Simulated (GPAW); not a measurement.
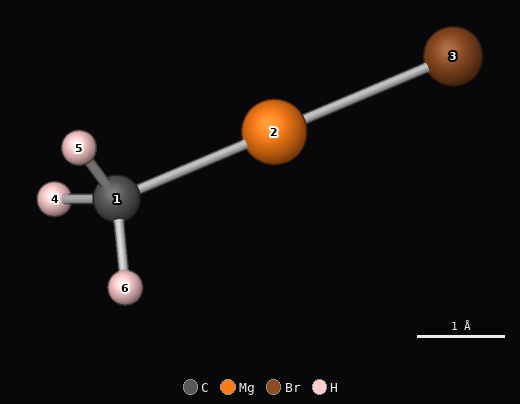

Fig. 1: The input geometry (ball-and-stick view, seen at a tilt; atoms are numbered from 1 in the order of the input). Sticks mark near contacts. Bond lengths as drawn: Br–Mg 2.35 Å, C–H 1.09 Å and C–Mg 2.07 Å.

# Property calculation of CH3BrMg

System: CH3BrMg, SMILES [CH3][Mg][Br].
Method: revPBE/real-space grid, scalar-relativistic datasets (GPAW 26.7.0).

The geometry comes from this level: PBE0-D4/def2-TZVP.

**What the program printed**
```
Energy = -23.35648 eV
Forces (eV/Ang)
C     1.0643   -1.6850    1.1749
Mg   -0.0115    0.0296    0.0138
Br    0.1736   -0.1446    0.1300
H     0.1439   -0.3856    0.0959
H    -0.0782   -0.1158   -0.6109
H     0.1788    0.2235    0.5607
Dipole = 2.130 D
HOMO: -6.310 eV
LUMO: -1.775 eV
Gap = 4.535 eV
```

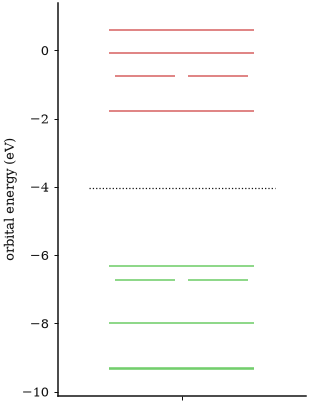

Fig. 2: Orbital energies near the frontier; the dotted line parts filled from empty levels, and levels within 0.02 eV of each other stand side by side. Highest filled −6.31 eV, lowest empty −1.78 eV, 4.53 eV apart.

The run was set up as follows.

**The input (calc.py)**
```python
import numpy as np
from ase import Atoms
from ase.units import Debye
from gpaw import GPAW

atoms = Atoms('CMgBrHHH',
    positions=[[ -0.585100,   0.487000,  -0.428300],
               [  0.805100,  -0.681600,   0.559300],
               [  2.382500,  -2.007200,   1.679800],
               [ -1.483300,  -0.085400,  -0.676800],
               [ -0.180100,   0.884800,  -1.363200],
               [ -0.897100,   1.338500,   0.183000]])
atoms.center(vacuum=5.5)

gpaw_calc = GPAW(mode='fd',
                 symmetry='off',
                 xc='revPBE',
                 maxiter=100,
                 h=0.25,
                 txt='ch3brmg.txt')
atoms.calc = gpaw_calc

energy = atoms.get_potential_energy()
print(f'Energy = {energy:.5f} eV')
forces = atoms.get_forces()
print('Forces (eV/Ang)')
for symbol, f in zip(atoms.symbols, forces):
    print(f'{symbol:2} {f[0]:9.4f} {f[1]:9.4f} {f[2]:9.4f}')
dipole = atoms.get_dipole_moment() / Debye
print(f'Dipole = {np.linalg.norm(dipole):.3f} D')
homo, lumo = gpaw_calc.get_homo_lumo()
print(f'HOMO: {homo:.3f} eV')
print(f'LUMO: {lumo:.3f} eV')
print(f'Gap = {lumo - homo:.3f} eV')
```

Command:
```bash
python3 calc.py
```

**Summary**

| quantity | value |
| --- | --- |
| outcome | converged |
| energy relative to the program's reference atoms | −23.3565 eV |
| largest force | 2.313 eV/Å |
| HOMO | −6.31 eV |
| LUMO | −1.78 eV |
| dipole moment | 2.13 D |
| hardware | 1 thread of Arm Neoverse V1, 24 GiB of memory available, shared host |
| wall time | 19 s |
| peak memory | 0.56 GiB |

**Notes**

On so coarse a grid the energy depends on the position of the molecule, which gives spurious forces.
